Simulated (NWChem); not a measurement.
**A workflow on the pair CH3F···SiH2O2**

We compute a single-point energy (singlet CH5FO2Si, SVWN5/3-21G), then the energy (singlet CH3F, SVWN5/3-21G), then a single-point energy (singlet SiH2O2, SVWN5/3-21G), then a single-point energy (singlet CH3F, SVWN5/3-21G), then a single-point energy (singlet SiH2O2, SVWN5/3-21G) of CH5FO2Si and its partners. 

The calculation is run with NWChem 7.3.0.

### Step 1. The molecule

CH5FO2Si: 10 atoms, total charge 0, spin state singlet. The two molecules were placed rigidly side by side, at 1 times their contact distance; the pair isn't optimised.

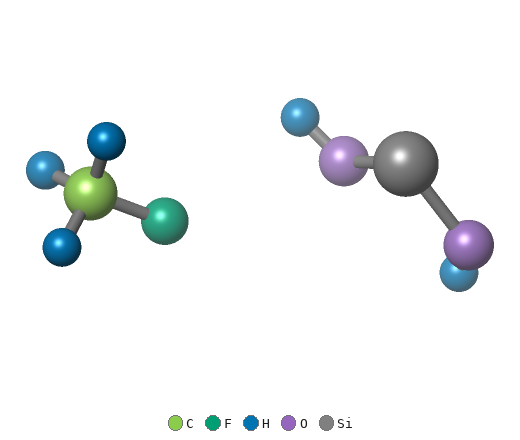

Viewed from a chosen angle; carbon green, fluorine teal, hydrogen blue, oxygen purple, silicon grey.

### Step 2. A single-point energy at SVWN5/3-21G (run 1)

ch5fo2si.nw reads:

```
echo
start ch5fo2si
memory stack 880 mb heap 220 mb global 1100 mb

geometry units angstrom noautosym nocenter noautoz
  C    -0.050720    0.032900    0.007820
  F     1.094080   -0.710500   -0.168580
  H    -0.918720   -0.626900   -0.057980
  H    -0.104820    0.796000   -0.771980
  H    -0.019820    0.508500    0.990720
  O     4.629290   -3.072620    1.907680
  Si    3.959070   -1.626370    2.301830
  O     3.943580   -0.916280    0.798440
  H     4.860710   -3.218310    0.983580
  H     3.584150   -0.027070    0.755710
end

basis spherical bse
  C library 3-21G
  F library 3-21G
  H library 3-21G
  O library 3-21G
  Si library 3-21G
end

dft
  xc slater vwn_5
  grid fine
  convergence energy 1e-08
  iterations 100
  mulliken
  print low
end

task dft
```

Command:

```
$ nwchem ch5fo2si.nw > ch5fo2si.out
```

Output:

```text
[...]
 d= 0,ls=0.0,diis     1   -574.3688904885 -7.86D+02  3.49D-02  1.86D+00     0.5
[...]
 d= 0,ls=0.0,diis    12   -574.5368744670 -1.76D-09  3.25D-07  8.77D-10     2.6
         Total DFT energy =     -574.536874466989
      One electron energy =    -1220.963950708066
           Coulomb energy =      486.781453523534
    Exchange-Corr. energy =      -52.475032356605
 Nuclear repulsion energy =      212.120655074150
[...]
      Total Density - Mulliken Population Analysis
     ---------------------------------------------
    Atom       Charge   Shell Charges
 -----------   ------   -------------------------------------------------------
    1 C    6     6.35   1.98  0.39  1.66  1.02  1.29
    2 F    9     9.27   1.98  0.44  2.49  1.55  2.81
    3 H    1     0.79   0.46  0.33
    4 H    1     0.79   0.46  0.33
    5 H    1     0.79   0.46  0.33
    6 O    8     8.65   1.98  0.42  2.15  1.47  2.64
    7 Si  14    13.45   2.00  1.97  5.83  0.82  1.20  1.00  0.63
    8 O    8     8.67   1.98  0.41  2.15  1.47  2.66
    9 H    1     0.62   0.41  0.21
   10 H    1     0.61   0.42  0.20
[...]
```

Wall time 3.3 s (1 thread of AMD EPYC 9R45 (Zen 5), shared host); peak memory 0.12 GiB.

### Step 3. CH3F: a single-point energy at SVWN5/3-21G (run 2)

nw.nw reads:

```
start nw
memory stack 880 mb heap 220 mb global 1100 mb

geometry units bohr noautosym nocenter noautoz
  C     -0.09584691     0.06217199     0.01477766
  F      2.06751156    -1.34265041    -0.31857003
  H     -1.73612919    -1.18466931    -0.10956632
  H     -0.19808109     1.50422200    -1.45883077
  H     -0.03745437     0.96092573     1.87218947
end

basis spherical bse
  * library 3-21G
end

dft
  xc slater vwn_5
  grid fine
  convergence energy 1e-08
  iterations 100
  mulliken
  print low
end

task dft energy
```

Command:

```
$ nwchem nw.nw > nw.out
```

Output:

```text
[...]
 d= 0,ls=0.0,diis     1   -137.8921822652 -1.75D+02  4.89D-02  6.67D-01     0.1
[...]
 d= 0,ls=0.0,diis     8   -137.9467423156  1.92D-10  2.24D-06  8.72D-09     0.4
         Total DFT energy =     -137.946742315558
      One electron energy =     -265.742668777418
           Coulomb energy =      106.270287968668
    Exchange-Corr. energy =      -15.925611551706
 Nuclear repulsion energy =       37.451250044898
[...]
      Total Density - Mulliken Population Analysis
     ---------------------------------------------
    Atom       Charge   Shell Charges
 -----------   ------   -------------------------------------------------------
    1 C    6     6.34   1.98  0.39  1.66  1.02  1.29
    2 F    9     9.27   1.98  0.44  2.49  1.55  2.81
    3 H    1     0.80   0.46  0.33
    4 H    1     0.80   0.46  0.33
    5 H    1     0.80   0.46  0.33
[...]
```

Run time: 0.92 s. Hardware: 1 thread of AMD EPYC 9R45 (Zen 5), shared host; peak memory 0.11 GiB.

### Step 4. SiH2O2: the energy at SVWN5/3-21G (run 3)

job.nw reads:

```
start job
memory total 2200 mb

geometry noautosym nocenter noautoz
 O     4.629290   -3.072620    1.907680
 Si    3.959070   -1.626370    2.301830
 O     3.943580   -0.916280    0.798440
 H     4.860710   -3.218310    0.983580
 H     3.584150   -0.027070    0.755710
end

basis spherical bse
 * library 3-21G
end

dft
 xc slater vwn_5
 grid fine
 convergence energy 1e-08
 iterations 100
 mulliken
 noprint "final vectors analysis"
end

task dft energy
```

Command:

```
$ nwchem job.nw > job.out
```

Output:

```text
[...]
          Wavefunction type:  closed shell.
          No. of atoms     :     5
          No. of electrons :    32
[...]
          Charge           :     0
          Spin multiplicity:     1
[...]
          AO basis - number of functions:    35
[...]
              XC Information
              --------------
                        Slater Exchange Functional  1.000 local
                      VWN V Correlation Functional  1.000 local
[...]
 d= 0,ls=0.0,diis     1   -436.4735914100 -5.40D+02  4.78D-02  1.19D+00     0.2
[...]
 d= 0,ls=0.0,diis    11   -436.5854613607 -7.42D-09  4.54D-07  6.06D-10     0.9
         Total DFT energy =     -436.585461360701
      One electron energy =     -813.093418191894
           Coulomb energy =      309.416232565277
    Exchange-Corr. energy =      -36.554557685219
 Nuclear repulsion energy =      103.646281951136
[...]
      Total Density - Mulliken Population Analysis
     ---------------------------------------------
    Atom       Charge   Shell Charges
 -----------   ------   -------------------------------------------------------
    1 O    8     8.65   1.98  0.42  2.15  1.47  2.63
    2 Si  14    13.44   2.00  1.97  5.83  0.82  1.20  1.00  0.61
    3 O    8     8.68   1.98  0.41  2.15  1.47  2.66
    4 H    1     0.62   0.41  0.21
    5 H    1     0.61   0.42  0.19
[...]
```

It took 1.4 s on 1 thread of AMD EPYC 9R45 (Zen 5), shared host; peak memory 0.11 GiB.

### Step 5. CH3F among ghost functions: the energy at SVWN5/3-21G (with ghost functions) (run 4)

struct.nw reads:

```
start struct
title "CH3F SVWN5"
memory stack 880 mb heap 220 mb global 1100 mb
charge 0

geometry units angstroms noautosym nocenter noautoz
  C     -0.050720     0.032900     0.007820
  F      1.094080    -0.710500    -0.168580
  H     -0.918720    -0.626900    -0.057980
  H     -0.104820     0.796000    -0.771980
  H     -0.019820     0.508500     0.990720
  bqO      4.629290    -3.072620     1.907680
  bqSi     3.959070    -1.626370     2.301830
  bqO      3.943580    -0.916280     0.798440
  bqH      4.860710    -3.218310     0.983580
  bqH      3.584150    -0.027070     0.755710
end

basis spherical bse
  C library 3-21G
  F library 3-21G
  H library 3-21G
  bqO library O 3-21G
  bqSi library Si 3-21G
  bqH library H 3-21G
end

dft
  xc slater vwn_5
  grid fine
  convergence energy 1e-08
  maxiter 100
  mulliken
  print low
end

task dft energy
```

Command:

```
$ nwchem struct.nw > struct.out
```

Output:

```text
[...]
 d= 0,ls=0.0,diis     1   -137.8949065110 -1.75D+02  1.97D-02  6.65D-01     0.4
[...]
 d= 0,ls=0.0,diis     8   -137.9495658734  2.29D-10  9.37D-07  9.50D-09     1.6
         Total DFT energy =     -137.949565873444
      One electron energy =     -265.704229743179
           Coulomb energy =      106.223969383071
    Exchange-Corr. energy =      -15.920558281632
 Nuclear repulsion energy =       37.451252768295
[...]
      Total Density - Mulliken Population Analysis
     ---------------------------------------------
    Atom       Charge   Shell Charges
 -----------   ------   -------------------------------------------------------
    1 C    6     6.34   1.98  0.39  1.66  1.02  1.29
    2 F    9     9.27   1.98  0.44  2.49  1.55  2.80
    3 H    1     0.79   0.46  0.33
    4 H    1     0.79   0.46  0.33
    5 H    1     0.79   0.46  0.33
    6 X    0    -0.00   0.00  0.00  0.00 -0.00 -0.00
    7 X    0     0.01  -0.00 -0.00 -0.00 -0.00 -0.00  0.00  0.01
    8 X    0    -0.00   0.00  0.00 -0.00 -0.00  0.00
    9 X    0    -0.00  -0.00 -0.00
   10 X    0     0.01  -0.00  0.01
[...]
```

Run time: 2.2 s. Hardware: 1 thread of AMD EPYC 9R45 (Zen 5), shared host; peak memory 0.12 GiB.

### Step 6. SiH2O2 among ghost functions: a single-point energy at SVWN5/3-21G (with ghost functions) (run 5)

h2o2si.nw reads:

```
start h2o2si
memory total 2200 mb

geometry units angstroms noautosym nocenter noautoz
O     4.629290   -3.072620    1.907680
Si    3.959070   -1.626370    2.301830
O     3.943580   -0.916280    0.798440
H     4.860710   -3.218310    0.983580
H     3.584150   -0.027070    0.755710
bqC     -0.050720     0.032900     0.007820
bqF      1.094080    -0.710500    -0.168580
bqH     -0.918720    -0.626900    -0.057980
bqH     -0.104820     0.796000    -0.771980
bqH     -0.019820     0.508500     0.990720
end

basis spherical bse
O library 3-21G
Si library 3-21G
H library 3-21G
bqC library C 3-21G
bqF library F 3-21G
bqH library H 3-21G
end

dft
xc slater vwn_5
grid fine
convergence energy 1e-08
maxiter 100
mulliken
noprint "final vectors analysis"
end

task dft energy
```

Command:

```
$ nwchem h2o2si.nw > h2o2si.out
```

Output:

```text
[...]
          Wavefunction type:  closed shell.
          No. of atoms     :    10
          No. of electrons :    32
[...]
          Charge           :     0
          Spin multiplicity:     1
[...]
          AO basis - number of functions:    59
[...]
              XC Information
              --------------
                        Slater Exchange Functional  1.000 local
                      VWN V Correlation Functional  1.000 local
[...]
 d= 0,ls=0.0,diis     1   -436.4739082130 -5.40D+02  2.84D-02  1.19D+00     0.5
[...]
 d= 0,ls=0.0,diis    11   -436.5857526353 -7.36D-09  2.71D-07  6.14D-10     2.3
         Total DFT energy =     -436.585752635251
      One electron energy =     -813.088462709707
           Coulomb energy =      309.410531490053
    Exchange-Corr. energy =      -36.554103366733
 Nuclear repulsion energy =      103.646281951136
[...]
      Total Density - Mulliken Population Analysis
     ---------------------------------------------
    Atom       Charge   Shell Charges
 -----------   ------   -------------------------------------------------------
    1 O    8     8.65   1.98  0.42  2.15  1.47  2.63
    2 Si  14    13.43   2.00  1.97  5.83  0.82  1.20  1.00  0.61
    3 O    8     8.68   1.98  0.41  2.15  1.47  2.66
    4 H    1     0.62   0.41  0.21
    5 H    1     0.61   0.42  0.19
    6 X    0     0.00  -0.00 -0.00 -0.00  0.00  0.00
    7 X    0     0.00  -0.00 -0.00 -0.00  0.00  0.00
    8 X    0     0.00  -0.00  0.00
    9 X    0     0.00  -0.00  0.00
   10 X    0     0.00  -0.00  0.00
[...]
```

It took 2.8 s on 1 thread of AMD EPYC 9R45 (Zen 5), shared host; peak memory 0.12 GiB.

### Step 7. Summary of results

| quantity | value |
| --- | --- |
| run 1, SVWN5/3-21G: total energy | -574.53687 Eh |
| CH3F: total energy | -137.94674 Eh |
| SiH2O2: total energy | -436.58546 Eh |
| SiH2O2: dipole moment | 2.51 D |
| CH3F among ghost functions: total energy | -137.94957 Eh |
| SiH2O2 among ghost functions: total energy | -436.58575 Eh |
| SiH2O2 among ghost functions: dipole moment | 2.50 D |
| interaction energy of the rigid parts CH3F and SiH2O2 (parts in their own basis; closest atoms 2.74 Å apart) | -0.127 eV |
| interaction energy of the rigid parts CH3F and SiH2O2 (parts in the whole basis, counterpoise; closest atoms 2.74 Å apart) | -0.042 eV |

What this shows: The interaction energy of the rigid parts CH3F and SiH2O2 (parts in their own basis; closest atoms 2.74 Å apart) is −0.13 eV (−12.3 kJ/mol): the parts attract. Without counterpoise this holds the superposition error of the basis. The interaction energy of the rigid parts CH3F and SiH2O2 (parts in the whole basis, counterpoise; closest atoms 2.74 Å apart) is −0.04 eV (−4.1 kJ/mol): the parts attract. The basis-set superposition error is 8.2 kJ/mol. Mulliken charges (run 1, SVWN5/3-21G) run from -0.67 on O8 to +0.55 on Si7. Mulliken charges (CH3F) run from -0.34 on C1 to +0.20 on H3; they depend strongly on the basis. Mulliken charges (SiH2O2) run from -0.68 on O3 to +0.56 on Si2.
